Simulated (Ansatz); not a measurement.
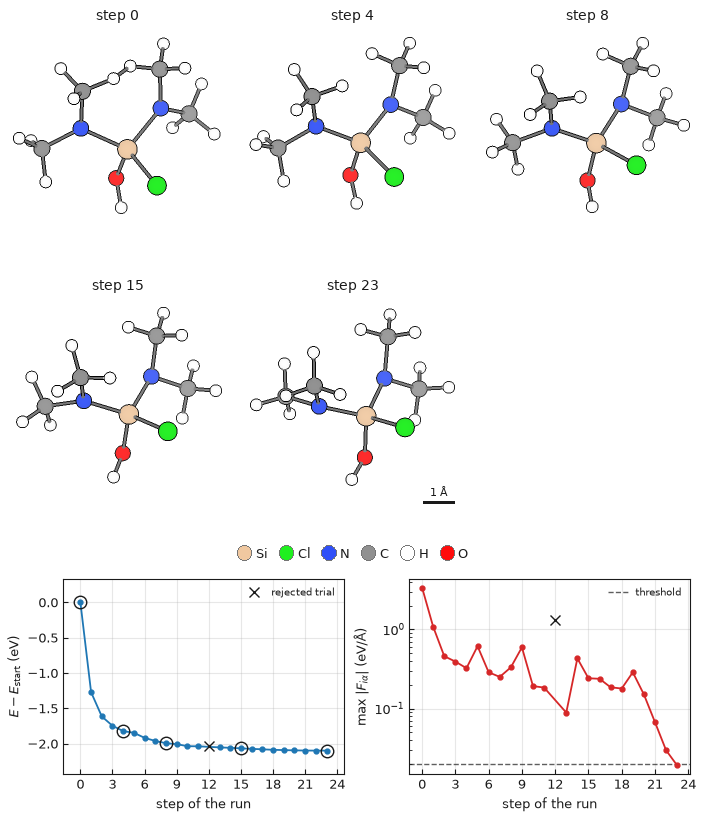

Frames of a relaxation of C4H13ClN2OSi, marked on the history of the run. A ball-and-stick model, seen at a tilt.

The run prepares the start of a later molecular dynamics calculation, from a guessed geometry.

Computed with RKS PBE0-D4/STO-3G in Ansatz. Set-up: no spin polarisation; force threshold 0.02 eV/Å; at most 40 steps.

Q: Describe the path.

A: An H atom moves most after the best rigid fit: 2.05 Å. By element the largest moves are H 2.05 Å, Cl 1.09 Å, C 1.07 Å, O 0.76 Å, N 0.51 Å, Si 0.25 Å. Among the contacts that change: H–H 1.021 → 3.405 Å, N–Si 1.819 → 1.734 Å, C–N 1.470 → 1.484 Å, C–H 1.110 → 1.101 Å. Among the angles between lasting bonds that change: C–N–C 120.0° → 112.1°, C–N–C 120.0° → 112.8°, N–Si–O 109.5° → 103.3°. Groups turn about O–Si by about 55°. Over 22 accepted moves (23 points after the start) the energy falls by 2.097 eV. Largest force component: 3.4 eV/Å at the start, 0.019 eV/Å at the end. The line search rejected the trial step at point 12 of the run. From step 0 to 4: an H atom moves most (0.69 Å), energy −1.820 eV. From step 4 to 8: an H atom moves most (0.77 Å), energy −0.171 eV. From step 8 to 15: an H atom moves most (0.58 Å), energy −0.073 eV. From step 15 to 23: an H atom moves most (0.70 Å), energy −0.032 eV.

```json
{"step": "0", "E − E(0), eV": "0.0000", "largest force component, eV/Å": "3.3710", "note": ""}
{"step": "1", "E − E(0), eV": "-1.2703", "largest force component, eV/Å": "1.0779", "note": ""}
{"step": "2", "E − E(0), eV": "-1.6129", "largest force component, eV/Å": "0.4584", "note": ""}
{"step": "3", "E − E(0), eV": "-1.7452", "largest force component, eV/Å": "0.3919", "note": ""}
{"step": "4", "E − E(0), eV": "-1.8205", "largest force component, eV/Å": "0.3234", "note": ""}
{"step": "5", "E − E(0), eV": "-1.8448", "largest force component, eV/Å": "0.6132", "note": ""}
{"step": "6", "E − E(0), eV": "-1.9159", "largest force component, eV/Å": "0.2873", "note": ""}
{"step": "7", "E − E(0), eV": "-1.9601", "largest force component, eV/Å": "0.2508", "note": ""}
{"step": "8", "E − E(0), eV": "-1.9920", "largest force component, eV/Å": "0.3312", "note": ""}
{"step": "9", "E − E(0), eV": "-2.0046", "largest force component, eV/Å": "0.5925", "note": ""}
{"step": "10", "E − E(0), eV": "-2.0342", "largest force component, eV/Å": "0.1920", "note": ""}
{"step": "11", "E − E(0), eV": "-2.0356", "largest force component, eV/Å": "0.1839", "note": ""}
{"step": "12", "E − E(0), eV": "-2.0249", "largest force component, eV/Å": "1.2962", "note": "rejected"}
{"step": "13", "E − E(0), eV": "-2.0508", "largest force component, eV/Å": "0.0888", "note": ""}
{"step": "14", "E − E(0), eV": "-2.0570", "largest force component, eV/Å": "0.4301", "note": ""}
{"step": "15", "E − E(0), eV": "-2.0647", "largest force component, eV/Å": "0.2411", "note": ""}
{"step": "16", "E − E(0), eV": "-2.0715", "largest force component, eV/Å": "0.2375", "note": ""}
{"step": "17", "E − E(0), eV": "-2.0781", "largest force component, eV/Å": "0.1854", "note": ""}
{"step": "18", "E − E(0), eV": "-2.0853", "largest force component, eV/Å": "0.1789", "note": ""}
{"step": "19", "E − E(0), eV": "-2.0892", "largest force component, eV/Å": "0.2868", "note": ""}
{"step": "20", "E − E(0), eV": "-2.0931", "largest force component, eV/Å": "0.1505", "note": ""}
{"step": "21", "E − E(0), eV": "-2.0954", "largest force component, eV/Å": "0.0671", "note": ""}
{"step": "22", "E − E(0), eV": "-2.0966", "largest force component, eV/Å": "0.0297", "note": ""}
{"step": "23", "E − E(0), eV": "-2.0968", "largest force component, eV/Å": "0.0191", "note": ""}
```

Limits of the set-up: STO-3G is a minimal basis, so the numbers are rough.
